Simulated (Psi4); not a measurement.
**One shape, several levels: singlet BNH3S+**

Wanted: a comparison of 3 runs (B3LYP/def2-SVPD, BHLYP/def2-SVPD, M06-2X/def2-SVPD) of singlet BNH3S+. 

Program for the calculation: Psi4 1.11.

2 further runs of the same task are left out: 2 set aside as unsound or not needed.

## 1. The structure to begin with

BNH3S+: 6 atoms, total charge +1, spin state singlet. As SMILES of the parent species, `N[B]S`. Geometry: relaxed at PBE0-D4/def2-TZVP. This is one conformer, not always the lowest. That shape belongs to the parent species and isn't relaxed for this state.

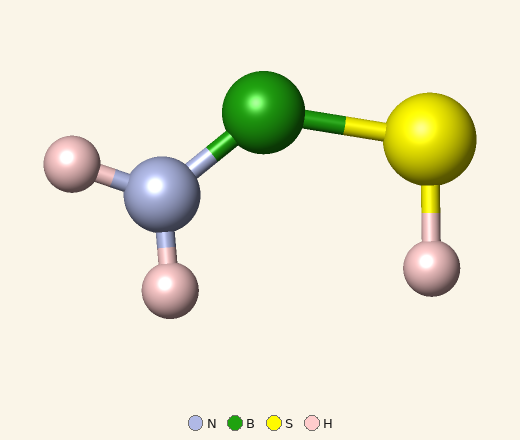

The structure, seen from a chosen angle (nitrogen light blue, boron green, sulfur yellow, hydrogen pink).

## 2. Energy and forces at B3LYP/def2-SVPD (run 1)

File bh3ns_ase.py:

```python
import numpy as np
from ase.calculators.psi4 import Psi4
from ase import Atoms

atoms = Atoms(['N', 'B', 'S', 'H', 'H', 'H'], positions=[
    [-0.621200, 0.083000, -0.756700],
    [-0.538400, -0.445500, 0.515700],
    [0.781100, -0.475200, 1.709200],
    [-1.454200, 0.016000, -1.315600],
    [0.135500, 0.569200, -1.216600],
    [1.739200, 0.188500, 1.017800],
])
calc = Psi4(atoms=atoms, method='b3lyp', basis='def2-SVPD', memory='1600MB', num_threads=1, charge=1, multiplicity=1, label='psi4-calc')
calc.psi4.set_options({'puream': True, 'e_convergence': 1e-09, 'd_convergence': 1e-08, 'scf_type': 'pk', 'dft_radial_points': 99, 'dft_spherical_points': 590})
atoms.calc = calc

forces = atoms.get_forces()
print(f'energy: {atoms.get_potential_energy():.6f} eV')
print('forces / eV A^-1')
print(np.round(forces, 5))
```

Launch:

```
$ python bh3ns_ase.py
```

psi4-calc.dat:

```text
[...]
  Running in c1 symmetry.
[...]
  Nuclear repulsion =   81.705212903495422
[...]
  Multiplicity = 1
[...]
  Nalpha       = 15
  Nbeta        = 15
[...]
    Number of basis functions: 91
[...]
   @RKS iter   1:  -478.93441266108084    1.50519e-01   7.72847e-03 DIIS/ADIIS
[...]
   @RKS iter  13:  -479.14854127755848   -9.09495e-13   6.73814e-10 DIIS
[...]
    Orbital Energies [Eh]
    ---------------------
    Doubly Occupied:
       1A    -89.102776     2A    -14.594190     3A     -8.192892
       4A     -7.134662     5A     -6.162030     6A     -6.157504
       7A     -6.153557     8A     -1.128471     9A     -0.986512
      10A     -0.783993    11A     -0.766004    12A     -0.697617
      13A     -0.584648    14A     -0.575773    15A     -0.495180
[...]
  @RKS Final Energy:  -479.14854127755848
   => Energetics <=
    Nuclear Repulsion Energy =             81.7052129034954220
    One-Electron Energy =                -813.1130723609642246
    Two-Electron Energy =                 282.4703144269278141
    DFT Exchange-Correlation Energy =     -30.2109962470174693
    Empirical Dispersion Energy =           0.0000000000000000
    VV10 Nonlocal Energy =                  0.0000000000000000
    Total Energy =                       -479.1485412775584791
[...]
 Multipole Moments:
 ------------------------------------------------------------------------------------
     Multipole            Electronic (a.u.)      Nuclear  (a.u.)        Total (a.u.)
 ------------------------------------------------------------------------------------
 L = 1.  Multiply by 2.5417464519 to convert [e a0] to [Debye]
 Dipole X            :         -1.3616346            0.5922205           -0.7694141
 Dipole Y            :         -1.4272659            1.7068750            0.2796091
 Dipole Z            :          2.0834965           -3.3761225           -1.2926260
 Magnitude           :                                                    1.5300527
[...]
  -Total Gradient:
     Atom            X                  Y                   Z
    ------   -----------------  -----------------  -----------------
       1        0.038876041931     0.031346601189    -0.038093859072
       2       -0.071660623538    -0.046681665448     0.044993471608
       3        0.024529957791     0.023596321656    -0.032722516272
       4        0.010197166472    -0.001432607834     0.011957805552
       5       -0.009408406739    -0.003375899079    -0.000356752615
       6        0.007468095465    -0.003453285974     0.014224970580
[...]
```

Standard output:

```text
energy: -13038.295920 eV
forces / eV A^-1
[[-1.99909 -1.61191  1.95886]
 [ 3.68494  2.40047 -2.31366]
 [-1.26138 -1.21337  1.68266]
 [-0.52436  0.07367 -0.6149 ]
 [ 0.4838   0.1736   0.01834]
 [-0.38402  0.17758 -0.73148]]
```

Wall time 14 s (1 thread of Intel Xeon 6975P-C (Granite Rapids), shared host); peak memory 0.77 GiB.

## 3. Energy and gradient at BHLYP/def2-SVPD (run 2)

File calc.py:

```python
import psi4

psi4.set_memory('1600 MB')
psi4.set_num_threads(1)
psi4.set_output_file('output.dat', False)

m = psi4.geometry("""
1 1
N     -0.621200     0.083000    -0.756700
B     -0.538400    -0.445500     0.515700
S      0.781100    -0.475200     1.709200
H     -1.454200     0.016000    -1.315600
H      0.135500     0.569200    -1.216600
H      1.739200     0.188500     1.017800
symmetry c1
no_reorient
no_com
""")

options = {'basis': 'def2-SVPD', 'puream': True, 'e_convergence': 1e-09, 'd_convergence': 1e-08, 'scf_type': 'pk', 'dft_radial_points': 99, 'dft_spherical_points': 590}
psi4.set_options(options)

E, wfn = psi4.gradient("bhhlyp", molecule=m, return_wfn=True)
psi4.oeprop(wfn, "WIBERG_LOWDIN_INDICES", "DIPOLE", "MULLIKEN_CHARGES")
print('gradient / Eh bohr^-1')
print(E.np.round(6))
print(f'energy = {wfn.energy():.10f} Eh')
```

Launch:

```
$ python calc.py
```

output.dat:

```text
[...]
  Running in c1 symmetry.
[...]
  Nuclear repulsion =   81.705212903495450
[...]
  Multiplicity = 1
[...]
  Nalpha       = 15
  Nbeta        = 15
[...]
    Number of basis functions: 91
[...]
   @RKS iter   1:  -478.93916022188245   -1.63136e-02   6.10542e-03 DIIS/ADIIS
[...]
   @RKS iter  12:  -479.07936554364892   -1.19371e-12   2.00743e-09 DIIS
[...]
  @RKS Final Energy:  -479.07936554364892
   => Energetics <=
    Nuclear Repulsion Energy =             81.7052129034954504
    One-Electron Energy =                -813.0947164100585951
    Two-Electron Energy =                 271.5758406078507505
    DFT Exchange-Correlation Energy =     -19.2657026449364928
    Empirical Dispersion Energy =           0.0000000000000000
    VV10 Nonlocal Energy =                  0.0000000000000000
    Total Energy =                       -479.0793655436489189
[...]
  -Total Gradient:
     Atom            X                  Y                   Z
    ------   -----------------  -----------------  -----------------
       1        0.040181918274     0.032535714757    -0.039679389074
       2       -0.075301231845    -0.051602413367     0.053076209766
       3        0.023237326729     0.020892381163    -0.027678026176
       4        0.003840231283    -0.001787719294     0.007337016141
       5       -0.004229427326     0.000384154157    -0.004487659390
       6        0.012272378527    -0.000422485254     0.011433704529
[...]
 Multipole Moments:
 ------------------------------------------------------------------------------------
     Multipole            Electronic (a.u.)      Nuclear  (a.u.)        Total (a.u.)
 ------------------------------------------------------------------------------------
 L = 1.  Multiply by 2.5417464519 to convert [e a0] to [Debye]
 Dipole X            :        -11.5908103           11.1072432           -0.4835670
 Dipole Y            :         15.7070673          -16.0173186           -0.3102514
 Dipole Z            :        -43.4589160           43.6798856            0.2209695
 Magnitude           :                                                    0.6155652
[...]
  Mulliken Charges: (a.u.)
   Center  Symbol    Alpha    Beta     Spin     Total
       1     N     3.39354  3.39354  0.00000  0.21291
       2     B     2.22865  2.22865  0.00000  0.54269
       3     S     8.10689  8.10689  0.00000 -0.21378
       4     H     0.45237  0.45237  0.00000  0.09525
       5     H     0.45696  0.45696  0.00000  0.08607
       6     H     0.36158  0.36158  0.00000  0.27684
   Total alpha = 15.00000, Total beta = 15.00000, Total charge =  1.00000
  Wiberg Bond Indices using Orthogonal Lowdin Orbitals:
[...]
```

Standard output:

```text
gradient / Eh bohr^-1
[[ 0.040182  0.032536 -0.039679]
 [-0.075301 -0.051602  0.053076]
 [ 0.023237  0.020892 -0.027678]
 [ 0.00384  -0.001788  0.007337]
 [-0.004229  0.000384 -0.004488]
 [ 0.012272 -0.000422  0.011434]]
energy = -479.0793655436 Eh
```

Run time: 12 s. Hardware: 1 thread of Intel Xeon 6975P-C (Granite Rapids), shared host; peak memory 0.76 GiB.

## 4. Energy and forces at M06-2X/def2-SVPD (run 3)

File calc.inp:

```
memory 1.6 GB

molecule geom {
  1 1
  N
  B 1 r2
  S 2 r3 1 a3
  H 1 r4 2 a4 3 d4
  H 1 r5 4 a5 2 d5
  H 3 r6 2 a6 1 d6

  r2 = 1.380279
  r3 = 1.779439
  a3 = 132.00294
  r4 = 1.005359
  a4 = 122.45641
  d4 = 179.989
  r5 = 1.010195
  a5 = 113.5551
  d5 = 179.98879
  r6 = 1.355171
  a6 = 100.01381
  d6 = 0.00326
  units angstrom
  symmetry c1
  no_reorient
  no_com
}

set {
  basis def2-SVPD
  puream true
  e_convergence 1e-09
  d_convergence 1e-08
  scf_type pk
  dft_radial_points 99
  dft_spherical_points 590
}

e, wfn = gradient('m06-2x', return_wfn=True)
print_variables()
```

Launch:

```
$ psi4 calc.inp calc.out -n 1
```

calc.out:

```text
[...]
  Running in c1 symmetry.
[...]
  Nuclear repulsion =   81.705217491820562
[...]
  Multiplicity = 1
[...]
  Nalpha       = 15
  Nbeta        = 15
[...]
    Number of basis functions: 91
[...]
   @RKS iter   1:  -478.93656071520411    2.42396e-02   6.00868e-03 DIIS/ADIIS
[...]
   @RKS iter  12:  -479.07220541655192   -3.86535e-12   4.04615e-09 DIIS
[...]
    Orbital Energies [Eh]
    ---------------------
    Doubly Occupied:
       1A    -90.151558     2A    -15.022607     3A     -8.512151
       4A     -7.438551     5A     -6.435373     6A     -6.432733
       7A     -6.429781     8A     -1.227989     9A     -1.066754
      10A     -0.853104    11A     -0.835148    12A     -0.750880
      13A     -0.649149    14A     -0.630321    15A     -0.546061
[...]
  @RKS Final Energy:  -479.07220541655192
   => Energetics <=
    Nuclear Repulsion Energy =             81.7052174918205623
    One-Electron Energy =                -813.1071344972395991
    Two-Electron Energy =                 270.1356778036437731
    DFT Exchange-Correlation Energy =     -17.8059662147766602
    Empirical Dispersion Energy =           0.0000000000000000
    VV10 Nonlocal Energy =                  0.0000000000000000
    Total Energy =                       -479.0722054165519239
[...]
 Multipole Moments:
 ------------------------------------------------------------------------------------
     Multipole            Electronic (a.u.)      Nuclear  (a.u.)        Total (a.u.)
 ------------------------------------------------------------------------------------
 L = 1.  Multiply by 2.5417464519 to convert [e a0] to [Debye]
 Dipole X            :         -0.0000031           -0.0000972           -0.0001003
 Dipole Y            :          1.6115766           -0.8645045            0.7470721
 Dipole Z            :          2.3626755           -3.7302796           -1.3676040
 Magnitude           :                                                    1.5583509
[...]
  -Total Gradient:
     Atom            X                  Y                   Z
    ------   -----------------  -----------------  -----------------
       1        0.000004279740    -0.043460172115    -0.048307707222
       2       -0.000001826113     0.080854461099     0.057193297145
       3       -0.000000000918    -0.028398445824    -0.033526113022
       4       -0.000000716861    -0.009693252449     0.011377629435
       5       -0.000001870181     0.010074493797    -0.000309169623
       6        0.000000126898    -0.009388697078     0.013507040751
[...]
```

Wall time 25 s (1 thread of Intel Xeon 6975P-C (Granite Rapids), shared host); peak memory 0.87 GiB.

## 5. All runs side by side

```
run             level  energy (Eh)  HOMO energy (eV)  LUMO energy (eV)  HOMO–LUMO gap (eV)  wall time
  1   B3LYP/def2-SVPD  -479.148541            -13.47            -10.52                2.96       14 s
  2   BHLYP/def2-SVPD  -479.079366            -14.77             -9.21                5.56       12 s
  3  M06-2X/def2-SVPD  -479.072205            -14.86             -9.39                5.47       25 s
```

## 6. Results

```
                       quantity          value
            run 3: total energy  -479.07221 Eh
             run 3: HOMO energy      -14.86 eV
             run 3: LUMO energy       -9.39 eV
           run 3: HOMO–LUMO gap        5.47 eV
run 3: largest force on an atom     5.093 eV/Å
```

What this shows: The HOMO–LUMO gap runs from 2.96 eV (B3LYP/def2-SVPD) to 5.56 eV (BHLYP/def2-SVPD). Totals of different functionals can't be ranked against each other. All runs together took 51 s, the longest 25 s.
